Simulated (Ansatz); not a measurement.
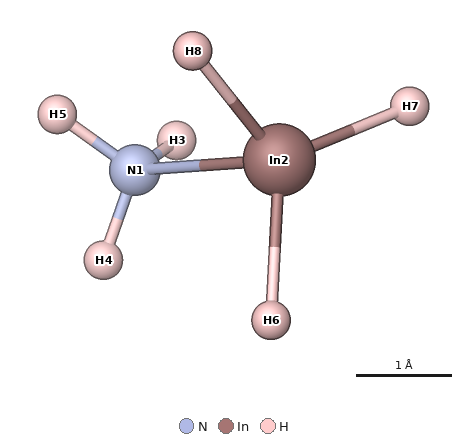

Fig. 1: The input geometry (ball-and-stick view, seen at a tilt; atoms are numbered from 1 in the order of the input). Sticks mark near contacts. Bond lengths as drawn: H–In 1.74 Å, H–N 1.02 Å and In–N 2.40 Å.

# InNH6: phonon calculation

The run: phonon calculation of InNH6. Method and program: RKS r2SCAN/def2-mTZVP (Ansatz 0.2.0).

It belongs to a series of runs on one base structure; here: vibrations at the highest image of the band. Figures and captions count atoms from 1; the log counts them from 0 in places.

### The input
```yaml
crystal:
  periodic: [false, false, false]
  atoms:
    - { symbol: "N", position_ang: [-0.529982, 0.148083, -0.988498] }
    - { symbol: In, position_ang: [0.617523, -0.180323, 1.090982] }
    - { symbol: H, position_ang: [-0.394018, -0.638097, -1.618769] }
    - { symbol: H, position_ang: [-1.531504, 0.253454, -0.848286] }
    - { symbol: H, position_ang: [-0.202104, 0.981518, -1.469156] }
    - { symbol: H, position_ang: [-0.788071, -0.059682, 2.112307] }
    - { symbol: H, position_ang: [1.247269, -1.759844, 0.714385] }
    - { symbol: H, position_ang: [1.673085, 1.197893, 0.951135] }
basis:
  gaussian: { orbitals: def2-mTZVP }
hamiltonian:
  xc: r2scan
phonons: {}
```

Launch command:
```bash
ansatz run input.yaml --threads 1 --pin off --max-ram 2048MiB --backend cpu --events-out ev --progress --plain --runs-dir out
```

### The program's output
```
Engine: ansatz 0.2.0, aarch64-unknown-linux-gnu
Functional definition: r2SCAN
  parameter k0 = 0.174
  parameter k1 = 0.065
  parameter a1 = 4.9479
  exchange = r2scan_x(k0 = k0, k1 = k1, a1 = a1)
  correlation = r2scan_c
766 factors; their error is unknown
mean field evaluation 1: about -6756.1000 eV, gradient 5.9e1 eV
mean field evaluation 2: about -6745.5663 eV, gradient 8.6e1 eV
mean field evaluation 4: about -6762.6251 eV, gradient 1.5e0 eV
mean field evaluation 8: about -6762.6344 eV, gradient 2.0e-2 eV
mean field evaluation 16: about -6762.6171 eV, gradient 5.4e-5 eV
mean field -6762.61706338 eV, -248.5215932129 hartree, gradient 5.4e-5 eV, S^2 0.000000; 0 other end points of the search recorded, 0 dependent functions left out
the calculation of the forces begins
reference -6762.61708302 eV, -248.5215939345 hartree; 17, 17 occupied and 56, 56 virtual orbitals, 766 factors
these checks for a lower state are left out or cut short: stability, starts, cluster_reference, orbital_swaps, neighbouring_geometries, increment
766 factors; their error is unknown
mean field -6762.61686159 eV, -248.5215857970 hartree, gradient 2.1e-6 eV, S^2 0.000000; 0 other end points of the search recorded, 0 dependent functions left out
[... from here on the field's lines of each further geometry are left out, up to the last ...]
the calculation of the forces begins
reference -6762.61708273 eV, -248.5215939239 hartree; 17, 17 occupied and 56, 56 virtual orbitals, 766 factors
these checks for a lower state are left out or cut short: stability, starts, cluster_reference, orbital_swaps, neighbouring_geometries, increment
766 factors; their error is unknown
mean field -6762.61705783 eV, -248.5215930086 hartree, gradient 1.6e-6 eV, S^2 0.000000; 0 other end points of the search recorded, 0 dependent functions left out
the calculation of the forces begins
reference -6762.61707746 eV, -248.5215937301 hartree; 17, 17 occupied and 56, 56 virtual orbitals, 766 factors
WARN: phonons: modes at or below zero, which the zero-point energy, F, S and C_V leave out: 1, the lowest at -67.86 cm⁻¹. A minimum has none, and a first-order saddle one
Total energy: -6762.61708302 eV, -248.5215939345 hartree
Atom 0 at    -0.529982     0.148083    -0.988498 Å, force    -0.010936    -0.010992     0.002502 eV/Å
Atom 1 at     0.617523    -0.180323     1.090982 Å, force    -0.002884     0.000047    -0.011297 eV/Å
Atom 2 at    -0.394018    -0.638097    -1.618769 Å, force     0.003506     0.001434     0.005311 eV/Å
Atom 3 at    -1.531504     0.253454    -0.848286 Å, force     0.003568     0.001465     0.000498 eV/Å
Atom 4 at    -0.202104     0.981518    -1.469156 Å, force     0.003887     0.009329    -0.002149 eV/Å
Atom 5 at    -0.788071    -0.059682     2.112307 Å, force    -0.002124     0.000361     0.001589 eV/Å
Atom 6 at     1.247269    -1.759844     0.714385 Å, force     0.002576    -0.004084     0.002494 eV/Å
Atom 7 at     1.673085     1.197893     0.951135 Å, force     0.002409     0.002439     0.001052 eV/Å
Dipole moment:    -0.492959     0.141172    -0.891587 e Å
Vibrations: -67.86 280.45 309.49 310.24 566.03 566.86 613.49 613.64 638.08 1221.74 1714.58 1715.25 1755.34 1755.40 1767.45 3466.38 3587.59 3590.21 cm⁻¹, zero-point energy 1.517085 eV
```

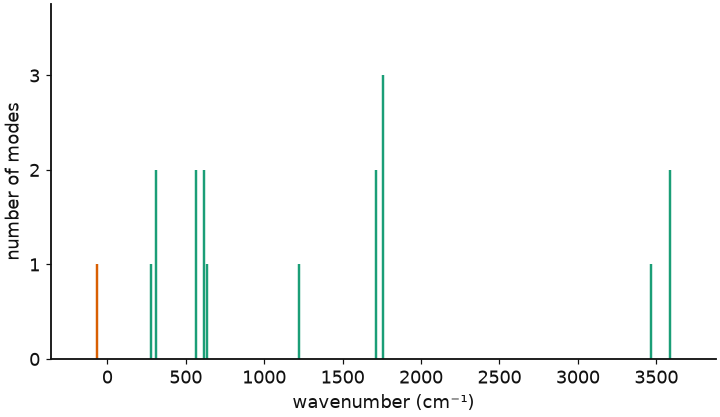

Fig. 2: Harmonic vibrational wavenumbers from the force constants; neighbouring modes closer than 17 cm⁻¹ are counted in one stick, and imaginary ones are drawn at negative wavenumbers. 18 modes from 68i to 3590 cm⁻¹, 1 imaginary beyond 8i (68i cm⁻¹): not a clean minimum; so soft a mode can be a shallow saddle, an incomplete relaxation or noise of the force constants.

### Summary

```json
{"quantity": "outcome", "value": "converged"}
{"quantity": "total energy", "value": "−6762.6171 eV"}
{"quantity": "mean-field energy", "value": "−6762.6171 eV"}
{"quantity": "largest force (length of the vector)", "value": "0.016 eV/Å"}
{"quantity": "hardware", "value": "1 thread of Arm Neoverse V1, 24 GiB of memory available, shared host"}
{"quantity": "wall time", "value": "1.7 min"}
{"quantity": "peak memory", "value": "0.12 GiB"}
```
